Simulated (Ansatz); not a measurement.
The starting structures come from a database of crystals and need not be the phases stable at ambient conditions.

 Where the default PAW files enter, the runs use the earlier of Ansatz's two default sets.

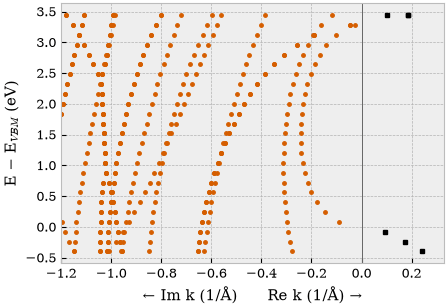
Figure. Complex bands at the centre of the two-dimensional zone; r2SCAN (Ansatz, a quantum-chemistry and plane-wave program)

The gap is the functional's own, uncorrected, and κ follows it; spin-orbit coupling is left out. Mid-gap values are interpolated between the computed energies.

### Question
This is Cs2TlBiF6 (Fm-3m, not sure to be the ambient phase, 10 atoms a cell, 23.3 Å³ an atom) along the normal of (001). Read off the slowest decay at the centre of the two-dimensional zone at 1.68 eV, the computed energy nearest the middle of the gap.

### Answer
κ ≈ 0.24 1/Å, a decay length 1/(2κ) of the density of 2.1 Å.
